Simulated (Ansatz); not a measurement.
Calculation: PBE (plane waves to 420 eV, PAW; Ansatz, a quantum-chemistry and plane-wave program).

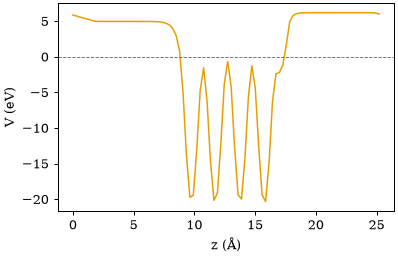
Figure. Electrostatic potential energy of an electron, averaged over planes parallel to the surface, in eV from the Fermi level, for F on the 1x1 (0001) surface of hcp Co, ferromagnetic, one in a 2x1 cell, started at the site 'hollow Co-Co-Co'

Slab: 9 atoms, 6.0 Å thick at the start under the adsorbate (thin: gaps and levels are the slab's own); k 7x14x1, smearing 0.1 eV, dipole-corrected; 4 atoms held, the rest relaxed; symmetry of the start imposed; spin-polarised, no spin-orbit, no U, no dispersion correction. At the end it is bonded to 3 Co. In PBE this state lies 0.08 eV over the lowest of the starts that converged ('hollow Co-Co-Co over Co at depth 2.0 Å').

Question: The surface cell has an area of 10.76 Å². What dipole along the normal does the step between the two vacuum levels imply?

Answer: the top vacuum level lies 1.23 eV above the bottom one; p = −ε₀ A ΔV (ε₀ = 0.005526 e/(V·Å)) gives -0.07 e·Å a cell.
